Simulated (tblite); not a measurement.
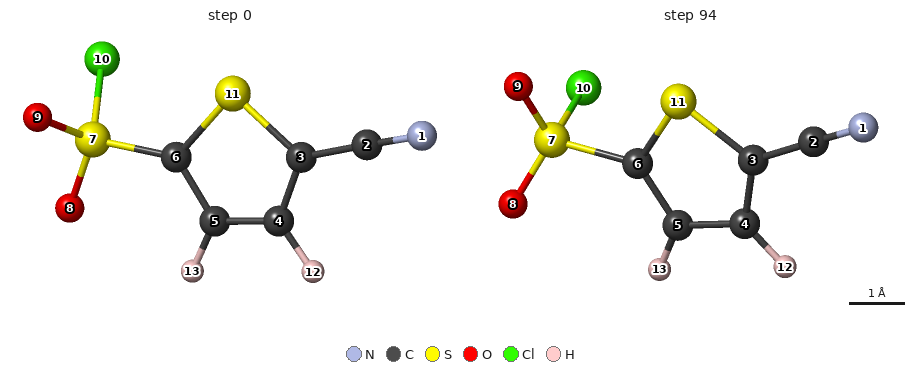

The structure of C5H2ClNO2S2 before (left) and after (right) a relaxation, at one scale.

A ball-and-stick model, seen at a tilt.

All numbers below come from tblite 0.8.0, GFN2-xTB geometry optimisation, gas phase. 

What changed between the two?

Answer. After 94 geometry steps the energy has fallen by 1.235 eV. The atom that moves furthest after the best rigid fit is O9 (0.68 Å). Largest moves by element: O 0.68 Å, Cl 0.66 Å, H 0.38 Å, N 0.38 Å, S 0.36 Å, C 0.25 Å. Some distances before and after: C6–S11 1.807 → 1.705 Å, S7–O9 1.515 → 1.423 Å, S7–O8 1.494 → 1.423 Å, C4–C5 1.333 → 1.403 Å. Among the angles between lasting bonds that change: C6–S7–Cl10 112.1° → 100.6°, C5–C6–S11 103.1° → 114.4°, S7–C6–S11 127.6° → 117.3°. Groups turn about C6–S7 by about 35°.
